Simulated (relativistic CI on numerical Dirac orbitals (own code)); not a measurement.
Run report: Rh⁴⁺, relativistic CI calculation

System: Rh⁴⁺.
Method: Dirac-Coulomb-Breit CI, KLI orbitals optimised for each configuration, model QED (radiative potential, 1s self-energy scaled to tabulated hydrogen-like ionisation energies), valence Slater integrals scaled by 0.7, multiplet model of photoemission in the sudden approximation in a parametric crystal field (relativistic CI on numerical Dirac orbitals, in-house).

**The input**
```
atom Rh  Z=45  charge=4  electrons=41
nucleus A=103  rms_radius_fm=4.4945
hamiltonian dirac-coulomb  breit=on  qed=on  c_scale=1
orbitals kli  potential=per-configuration
slater_scale 0.7
correlation none
mixing on
configurations
  [Kr] 4d5
  [Ne] 3s2 3p5 3d10 4s2 4p6 4d5
end
photoemission 3p T=80 lorentz=2 gauss=0.6
crystal_field Td 10Dq=-25900
```

The program writes its results to a structured record and prints no log; tables and figures of this report are taken from that record.

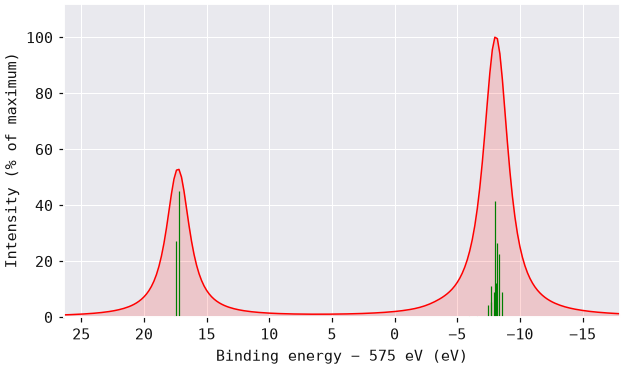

**Figure 1.** 3p photoemission of Rh V (Rh⁴⁺), [Kr] 4d⁵, in a field of Td symmetry with 10Dq = −25,900 cm⁻¹. Sticks are the strongest transitions, on a scale of their own. Multiplet model: relativistic Dirac–Coulomb–Breit theory, one configuration a step, Slater integrals scaled by 0.7, 80 K, Voigt broadening (Lorentzian 2 eV, Gaussian 0.6 eV full widths), computed with a radial Dirac CI code. The main maxima lie at 566.9 eV (100) and 592.3 eV (53), heights in % of the largest; the centroid is at 575.4 eV. The ground state has S = 0.54.

**Summary**

```
quantity                      value
 outcome                  converged
hardware  1 CPU thread, shared host
CPU time                      2.3 s
```

**Notes**

To bear in mind: free-ion energies without screening by ligands, so binding energies differ from solids by tens of eV.
